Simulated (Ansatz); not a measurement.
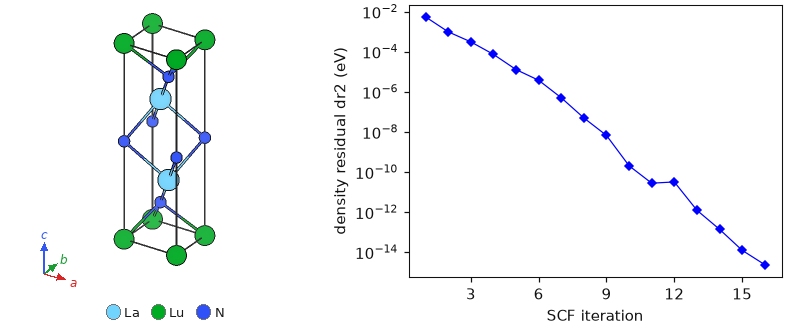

Beside the plot: the structure in its conventional cell.

The plot shows the SCF iterations of a calculation: density residual dr2. The starting density is a sum of atomic densities corrected by a trained network.

La2LuN3 (6 atoms in the cell), run with Ansatz.

```
crystal:
  lattice:
    - [3.6185177276, 2.89e-08, 0.0]
    - [-1.8092588888, 3.1337282617, 0.0]
    - [0.0, 0.0, 8.9379348]
  atoms:
    - { symbol: La, position: [0.3333333333, 0.6666666667, 0.676074] }
    - { symbol: La, position: [0.6666666667, 0.3333333333, 0.323926] }
    - { symbol: Lu, position: [0.0, 0.0, 0.0] }
    - { symbol: "N", position: [0.0, 0.0, 0.5] }
    - { symbol: "N", position: [0.3333333333, 0.6666666667, 0.148996] }
    - { symbol: "N", position: [0.6666666667, 0.3333333333, 0.851004] }
basis:
  ecutwfc: 420
kpoints:
  mp_grid: { grid: [12, 12, 4] }
hamiltonian:
  xc: pbe
scf:
  occupations: { method: gaussian, width: 0.01 }
  convergence: { dr2_threshold: 1.0e-14 }
  max_iter: 100
output:
  forces: true
  eigenvalues: true
  stress: true
```

Run as:
```bash
ansatz run input.yaml --threads 4 --pin off --max-ram 8192MiB --backend cpu --events-out ev --progress --plain --runs-dir out
```

Question: Was self-consistency reached?

Answer: Converged, in 16 iterations. The residual falls almost steadily, with no more than small rises or pauses. From the first spectrum the program read the system as an insulator and chose the Resta preconditioner.

Question: Is anything amiss with this input?

Answer: The input holds an odd setting (a threshold meant to be out of reach), but it does no harm here: the energy lies within 1 meV per atom of a run with usual settings.
